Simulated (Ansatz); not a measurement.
# B2SiH3OF: molecular dynamics (part 2 of 2)

B2SiH3OF, SMILES FB1BO[SiH2]1; RKS r2SCAN-d3bjatm/def2-SVP (Ansatz 0.2.0). The geometry comes from this level: PBE0-D4/def2-TZVP.

Geometry of the input (Å):
```
F  -0.6346  -0.9121  2.2356
B  -0.2292  -0.3672  1.1199
B  0.8486  0.8909  0.5685
O  0.6444  0.7667  -0.7759
Si -0.4996  -0.5130  -0.8974
H  1.6073  1.7123  0.9968
H  -1.7221  -0.0189  -1.5887
H  0.0773  -1.6157  -1.7146
```

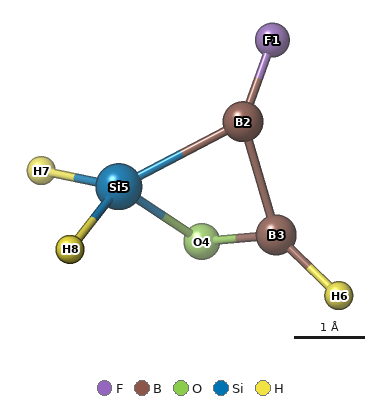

Fig. 1: The geometry at step 27 of the log (ball-and-stick view, seen at a tilt; atoms are numbered from 1 in the order of the input).

Trajectory as extended XYZ, continued:
```
8
Properties=species:S:1:pos:R:3:forces:R:3 step=4 time_fs=8.0 energy=-14033.06701 temperature=1060.0
F    -0.6849   -0.8782    2.2240   -0.1797  -0.1349   0.4455
B    -0.1949   -0.4219    1.1035    0.5833   0.2289  -0.2762
B     0.9493    0.7959    0.5406   -0.6697   0.1061  -0.3953
O     0.5624    0.9029   -0.7731   -0.2761  -1.1807   0.2085
Si   -0.4889   -0.5491   -0.8831    1.0083   0.2792   0.0596
H     1.7950    1.5411    0.8819    0.6662   0.3754   0.5754
H    -1.7391    0.0503   -1.4474   -0.0116  -0.6311  -0.5764
H     0.4095   -1.7037   -1.4906   -1.1208   0.9570  -0.0411
8
Properties=species:S:1:pos:R:3:forces:R:3 step=6 time_fs=12.0 energy=-14033.01230 temperature=992.6
F    -0.7125   -0.8634    2.2245    0.2575   0.1976  -0.3811
B    -0.1669   -0.4445    1.0877    0.2571   0.0563   0.6349
B     0.9993    0.7618    0.5281   -1.1079   0.0811  -0.9229
O     0.5186    0.9581   -0.7716   -0.0563  -1.6337   1.0480
Si   -0.4814   -0.5604   -0.8726    1.4106   0.2821  -0.2624
H     1.9098    1.4183    0.8836    0.6627   0.3636   0.3950
H    -1.7309   -0.0488   -1.4809   -0.2015  -0.4924  -0.6137
H     0.4574   -1.7130   -1.4828   -1.2223   1.1454   0.1021
8
Properties=species:S:1:pos:R:3:forces:R:3 step=8 time_fs=16.0 energy=-14033.00499 temperature=991.4
F    -0.7380   -0.8471    2.2222    0.6715   0.3902  -0.9080
B    -0.1354   -0.4661    1.0806   -0.1934   0.0084   1.1653
B     1.0347    0.7289    0.5033    0.7356   1.2981  -0.0135
O     0.4744    0.9977   -0.7602    0.2777  -1.7748   1.4263
Si   -0.4672   -0.5694   -0.8634   -1.0124   2.2149   0.0666
H     2.1126    1.3502    0.9398   -1.5553  -0.8624  -0.7659
H    -1.7444   -0.2235   -1.6012    0.3361  -0.3122  -0.0148
H     0.3385   -1.5693   -1.4707    0.7402  -0.9622  -0.9561
8
Properties=species:S:1:pos:R:3:forces:R:3 step=10 time_fs=20.0 energy=-14033.08632 temperature=1061.0
F    -0.7583   -0.8278    2.2128    0.7334   0.3155  -0.7913
B    -0.1061   -0.4873    1.0893   -0.1268   0.2687   0.7996
B     1.0776    0.7124    0.4776   -1.2362  -0.0790  -0.1464
O     0.4327    1.0203   -0.7354    0.4816  -1.6673   1.2108
Si   -0.4577   -0.5674   -0.8541   -1.0767   1.1890  -0.7816
H     2.1111    1.1710    0.8928    0.0810   0.2715  -0.3379
H    -1.7127   -0.4419   -1.7257    0.3750   0.2196   0.4337
H     0.3128   -1.5467   -1.5910    0.7687  -0.5179  -0.3870
8
Properties=species:S:1:pos:R:3:forces:R:3 step=12 time_fs=24.0 energy=-14032.80105 temperature=730.2
F    -0.7728   -0.8060    2.1972    0.5207   0.1110  -0.2237
B    -0.0785   -0.5047    1.1089    0.0871   0.5391  -0.0675
B     1.1011    0.6946    0.4493   -2.3173  -0.9276   0.1924
O     0.3955    1.0270   -0.6992    0.3820  -1.2199   0.4596
Si   -0.4537   -0.5589   -0.8490    0.5689  -1.1577  -1.9538
H     2.1435    1.0349    0.8023    1.3187   0.8521   0.0286
H    -1.6295   -0.6277   -1.7896   -0.1855   0.6701   0.3186
H     0.4011   -1.6016   -1.7646   -0.3745   1.1328   1.2458
8
Properties=species:S:1:pos:R:3:forces:R:3 step=15 time_fs=30.0 energy=-14032.83868 temperature=769.9
F    -0.7871   -0.7718    2.1719    0.2639  -0.0113   0.5076
B    -0.0350   -0.5165    1.1331    0.0044   0.4564  -1.0329
B     1.1005    0.6501    0.4214    1.6032   0.1242   1.6342
O     0.3451    1.0172   -0.6399   -0.1680  -0.3274  -0.6520
Si   -0.4422   -0.5577   -0.8597   -0.0398  -0.7067  -0.4720
H     2.3344    1.0002    0.6233   -1.6611  -0.1969  -0.3581
H    -1.5810   -0.7121   -1.8073   -0.5628   0.7503   0.1602
H     0.4533   -1.3993   -1.6976    0.5602  -0.0887   0.2131
8
Properties=species:S:1:pos:R:3:forces:R:3 step=17 time_fs=34.0 energy=-14032.86029 temperature=807.6
F    -0.7936   -0.7490    2.1593    0.4259   0.1078   0.3816
B    -0.0059   -0.5161    1.1329   -0.3668   0.1144  -0.7997
B     1.1203    0.6205    0.4297   -1.6382  -0.3717   0.4893
O     0.3102    1.0054   -0.6065   -0.2146  -0.0373  -0.2728
Si   -0.4343   -0.5624   -0.8714   -1.2675   0.2785   0.4544
H     2.2102    0.9612    0.4341    1.7124   0.6140   0.3785
H    -1.6468   -0.6268   -1.7863    0.1583   0.4074   0.3751
H     0.5716   -1.2454   -1.5822    1.1905  -1.1131  -1.0064
8
Properties=species:S:1:pos:R:3:forces:R:3 step=19 time_fs=38.0 energy=-14032.77960 temperature=690.6
F    -0.7965   -0.7253    2.1496    0.7518   0.2337  -0.0293
B     0.0178   -0.5142    1.1218   -1.0253  -0.4298  -0.1113
B     1.1244    0.5881    0.4456    0.4370   0.9249  -0.5252
O     0.2734    0.9932   -0.5758   -0.0750   0.2024   0.2186
Si   -0.4315   -0.5665   -0.8815    1.1997  -0.8273  -0.5337
H     2.2690    0.9924    0.2950   -0.1794  -0.2055   0.7453
H    -1.6943   -0.4801   -1.7132    0.3856  -0.0350   0.1180
H     0.8247   -1.2329   -1.5901   -1.4945   0.1366   0.1176
8
Properties=species:S:1:pos:R:3:forces:R:3 step=21 time_fs=42.0 energy=-14032.58480 temperature=466.2
F    -0.7935   -0.6998    2.1398    0.7325   0.2305  -0.1141
B     0.0273   -0.5181    1.1086   -1.1220  -0.6700   0.1315
B     1.1313    0.5675    0.4545    1.3900   1.5649  -1.0121
O     0.2361    0.9830   -0.5430    0.4700   0.4217   0.5565
Si   -0.4228   -0.5748   -0.8940    1.6749  -0.7735  -0.0908
H     2.3316    1.0038    0.2667   -1.3359  -0.6385   0.8540
H    -1.6900   -0.3369   -1.6245   -0.0384  -0.3069  -0.3529
H     0.8764   -1.2127   -1.5934   -1.7711   0.1718   0.0279
8
Properties=species:S:1:pos:R:3:forces:R:3 step=23 time_fs=46.0 energy=-14032.73815 temperature=643.5
F    -0.7849   -0.6725    2.1294    0.2747   0.1117   0.2518
B     0.0218   -0.5311    1.0966   -0.2365  -0.3484  -0.3794
B     1.1537    0.5671    0.4504   -2.2780  -0.0501  -0.1518
O     0.2034    0.9768   -0.5051    1.1035   0.5513   0.4686
Si   -0.4062   -0.5868   -0.9067   -1.1316   0.5439   1.2341
H     2.2317    0.9345    0.3608    1.6756   0.5865   0.2253
H    -1.6857   -0.2400   -1.5845   -0.0116  -0.4874  -0.3516
H     0.6831   -1.1770   -1.6041    0.6040  -0.9074  -1.2971
8
Properties=species:S:1:pos:R:3:forces:R:3 step=25 time_fs=50.0 energy=-14032.92694 temperature=856.6
F    -0.7739   -0.6443    2.1210   -0.0921  -0.0352   0.4822
B     0.0126   -0.5493    1.0794    0.4290  -0.1914  -0.6631
B     1.1510    0.5683    0.4436   -0.2709  -0.0132   0.7426
O     0.1811    0.9758   -0.4631    1.2943   0.6484  -0.2463
Si   -0.3948   -0.5965   -0.9133   -1.4421   0.2072   0.4361
H     2.3151    0.9299    0.4974   -0.4004   0.1414  -0.1217
H    -1.6822   -0.2155   -1.5958    0.1434  -0.4507  -0.0904
H     0.5520   -1.2639   -1.7952    0.3388  -0.3065  -0.5394
8
Properties=species:S:1:pos:R:3:forces:R:3 step=27 time_fs=54.0 energy=-14032.64152 temperature=539.7
F    -0.7634   -0.6164    2.1162   -0.0522  -0.1492   0.1910
B     0.0090   -0.5702    1.0533    0.5396  -0.1202  -0.2613
B     1.1419    0.5686    0.4475    1.4638   0.0119   1.5830
O     0.1709    0.9811   -0.4235    0.8930   0.5886  -1.0019
Si   -0.3912   -0.6051   -0.9178   -0.3300  -1.0183  -1.4863
H     2.3693    0.9562    0.6131   -1.7283  -0.1768  -0.5122
H    -1.6612   -0.2575   -1.6229   -0.1001  -0.1605   0.0063
H     0.4783   -1.3962   -2.0616   -0.6857   1.0246   1.4815
8
Properties=species:S:1:pos:R:3:forces:R:3 step=29 time_fs=58.0 energy=-14032.67534 temperature=561.2
F    -0.7533   -0.5897    2.1128    0.1813  -0.2619  -0.3519
B     0.0129   -0.5927    1.0237    0.3858   0.0651   0.3317
B     1.1491    0.5681    0.4726   -1.7543  -1.0939   0.9109
O     0.1695    0.9916   -0.3931    0.6854  -0.0649  -1.1329
Si   -0.3899   -0.6187   -0.9296   -0.7598  -0.4280  -1.1491
H     2.2030    0.9687    0.6592    1.4862   0.9325  -0.0252
H    -1.6555   -0.3242   -1.6487   -0.3492   0.1126   0.1453
H     0.3154   -1.3861   -2.1215    0.1246   0.7384   1.2713
8
Properties=species:S:1:pos:R:3:forces:R:3 step=31 time_fs=62.0 energy=-14032.61488 temperature=488.1
F    -0.7417   -0.5651    2.1066    0.3741  -0.4204  -0.7660
B     0.0221   -0.6145    0.9988   -0.0748   0.0777   0.8760
B     1.1376    0.5545    0.5112    0.0532   0.3039   0.4781
O     0.1746    1.0015   -0.3736    0.4821  -0.8584  -1.0368
Si   -0.3934   -0.6340   -0.9467   -2.6520   1.7745   1.7046
H     2.1998    1.1013    0.6936   -0.0860   0.0144  -0.0710
H    -1.6987   -0.3759   -1.6503   -0.1538   0.1711   0.4197
H     0.1859   -1.2817   -2.0188    2.0571  -1.0628  -1.6046
8
Properties=species:S:1:pos:R:3:forces:R:3 step=33 time_fs=66.0 energy=-14032.73060 temperature=625.8
F    -0.7273   -0.5439    2.0944    0.2195  -0.5796  -0.6945
B     0.0304   -0.6352    0.9861   -0.2382   0.0693   1.0054
B     1.1240    0.5445    0.5559    1.6207   1.9050  -0.1351
O     0.1844    1.0032   -0.3639    0.3120  -1.3897  -0.7483
Si   -0.4099   -0.6412   -0.9569   -1.1265   0.8717   0.0082
H     2.2127    1.2437    0.7227   -1.4553  -1.1220  -0.0558
H    -1.7631   -0.4035   -1.5921    0.1966   0.0465   0.2769
H     0.3236   -1.2933   -2.0881    0.4712   0.1989   0.3430
8
Properties=species:S:1:pos:R:3:forces:R:3 step=35 time_fs=70.0 energy=-14032.63984 temperature=521.8
F    -0.7113   -0.5274    2.0769   -0.3429  -0.6423  -0.0356
B     0.0361   -0.6546    0.9868    0.3821   0.3623   0.3021
B     1.1295    0.5586    0.5985   -1.4259  -0.0338  -1.1015
O     0.1973    0.9917   -0.3614    0.1357  -1.5582  -0.5354
Si   -0.4326   -0.6430   -0.9660    1.0835   0.2937  -0.4356
H     2.0413    1.2415    0.7484    1.3617   0.6576   0.5594
H    -1.8044   -0.4225   -1.4956   -0.0160   0.0204  -0.2461
H     0.5432   -1.2920   -2.1324   -1.1783   0.9003   1.4927
8
Properties=species:S:1:pos:R:3:forces:R:3 step=38 time_fs=76.0 energy=-14032.69156 temperature=574.5
F    -0.6939   -0.5124    2.0521   -0.9668  -0.6246   0.8173
B     0.0561   -0.6745    0.9928    0.5924   0.2249  -0.4675
B     1.1084    0.5829    0.6343    1.0759   1.3207  -0.4567
O     0.2189    0.9483   -0.3674    0.0109  -0.5702  -0.4246
Si   -0.4563   -0.6417   -0.9807   -0.4583   1.3223   2.5470
H     2.0795    1.3722    0.9282   -1.1198  -1.0409  -0.2454
H    -1.8684   -0.4456   -1.4286    0.2262  -0.0183  -0.4347
H     0.5712   -1.0777   -1.8531    0.6395  -0.6138  -1.3353
8
Properties=species:S:1:pos:R:3:forces:R:3 step=40 time_fs=80.0 energy=-14032.67692 temperature=546.2
F    -0.6913   -0.5087    2.0427   -0.7838  -0.6483   0.5914
B     0.0801   -0.6829    0.9900    0.2509   0.2390  -0.0721
B     1.1000    0.6132    0.6466    0.8854   0.3603  -0.0737
O     0.2335    0.9109   -0.3766   -0.1435   0.5728  -0.4183
Si   -0.4722   -0.6334   -0.9769   -0.0385   0.7118   2.0782
H     2.0307    1.3647    1.0417   -0.8713  -0.5937  -0.4796
H    -1.8820   -0.4621   -1.4666    0.3691   0.0309  -0.3311
H     0.6286   -0.9946   -1.8154    0.3317  -0.6729  -1.2949
8
Properties=species:S:1:pos:R:3:forces:R:3 step=42 time_fs=84.0 energy=-14032.48615 temperature=355.3
F    -0.6950   -0.5103    2.0380   -0.3207  -0.6779   0.0626
B     0.1076   -0.6878    0.9864   -0.2328   0.3062   0.5843
B     1.1004    0.6457    0.6557   -1.8736  -2.4813  -1.1146
O     0.2469    0.8789   -0.3898   -0.1051   1.4947  -0.3696
Si   -0.4879   -0.6213   -0.9619    2.4674  -0.6695  -0.3425
H     1.8871    1.2976    1.1027    1.7947   1.8015   0.6595
H    -1.8442   -0.4728   -1.5550    0.0579   0.1688  -0.1815
H     0.7298   -1.0122   -1.9661   -1.7879   0.0576   0.7018
8
Properties=species:S:1:pos:R:3:forces:R:3 step=44 time_fs=88.0 energy=-14032.63659 temperature=513.7
F    -0.7013   -0.5175    2.0339    0.0811  -0.7054  -0.2241
B     0.1314   -0.6888    0.9910   -0.9509   0.0574   1.0036
B     1.0836    0.6512    0.6541    1.1514   0.1245   0.6718
O     0.2592    0.8611   -0.4067   -0.0044   2.0151  -0.3882
Si   -0.4912   -0.6126   -0.9483    1.6809  -1.1002  -1.0612
H     1.9231    1.4238    1.2121   -0.8875  -0.5939  -1.0009
H    -1.7940   -0.4588   -1.6680   -0.0168   0.2184   0.2625
H     0.5829   -1.0279   -2.0266   -1.0538  -0.0159   0.7366
8
Properties=species:S:1:pos:R:3:forces:R:3 step=46 time_fs=92.0 energy=-14032.60629 temperature=488.5
F    -0.7072   -0.5303    2.0283    0.0278  -0.6713   0.0637
B     0.1423   -0.6887    1.0091   -1.0234   0.0402   0.6046
B     1.0793    0.6558    0.6593    0.8402   0.5594   0.2572
O     0.2717    0.8622   -0.4271    0.3488   1.6762  -0.1081
Si   -0.4860   -0.6093   -0.9395   -0.8791  -0.1570   0.7147
H     1.8610    1.4892    1.1926   -0.6543  -0.7122  -0.8250
H    -1.7484   -0.4113   -1.7406   -0.2148   0.2553   0.7123
H     0.2991   -1.0569   -2.0014    1.5548  -0.9906  -1.4193
8
Properties=species:S:1:pos:R:3:forces:R:3 step=48 time_fs=96.0 energy=-14032.66300 temperature=560.4
F    -0.7131   -0.5485    2.0235   -0.4486  -0.5937   0.7933
B     0.1392   -0.6877    1.0352   -0.4030   0.2711  -0.3613
B     1.0837    0.6647    0.6662   -1.7529  -1.5759  -1.6088
O     0.2875    0.8790   -0.4486    0.5199   0.6869   0.0594
Si   -0.4837   -0.6077   -0.9287    0.2103  -0.6199  -0.9375
H     1.7305    1.4825    1.0690    1.7245   1.6696   0.8605
H    -1.7350   -0.3253   -1.7089   -0.3613   0.2221   0.7173
H     0.1982   -1.2107   -2.1316    0.5112  -0.0602   0.4771
8
Properties=species:S:1:pos:R:3:forces:R:3 step=50 time_fs=100.0 energy=-14032.65985 temperature=556.6
F    -0.7226   -0.5716    2.0250   -0.8056  -0.5505   1.3430
B     0.1301   -0.6832    1.0566   -0.0549   0.2684  -1.0674
B     1.0711    0.6604    0.6549    0.6767   1.7638  -0.4000
O     0.3080    0.9026   -0.4698    0.3356  -0.2060  -0.1359
Si   -0.4808   -0.6092   -0.9223    0.7094  -0.8720  -1.6672
H     1.7861    1.6360    1.0298   -0.3764  -1.2517  -0.1335
H    -1.7734   -0.2077   -1.5702   -0.1426  -0.0511   0.4261
H     0.1878   -1.3796   -2.2113   -0.3422   0.8991   1.6349
```

Key numbers:

| quantity | value |
| --- | --- |
| outcome | finished |
| mean temperature over the second half | 553 K |
| trajectory | 50 steps, 100 fs |
| ensemble | nve |
| temperature in the input | 1500 K |
| time step | 2 fs |
| potential energy (last step) | −14032.6599 eV |
| mean-field energy (last step) | −14032.6194 eV |
| dispersion energy (last step) | −0.0405 eV |
| SCF solution under orbital rotations (last step) | stable |
| largest force (length of the vector) (last step) | 2.011 eV/Å |
| dipole moment (last step) | 1.26 D |
| hardware | 2 threads of INTEL XEON PLATINUM @ 2.30GHz, 23 GiB of memory available, shared host |
| wall time | 53 s (CPU time 1.7 min) |
| peak memory | 0.41 GiB |

Notes:

So short a trajectory is not equilibrated.
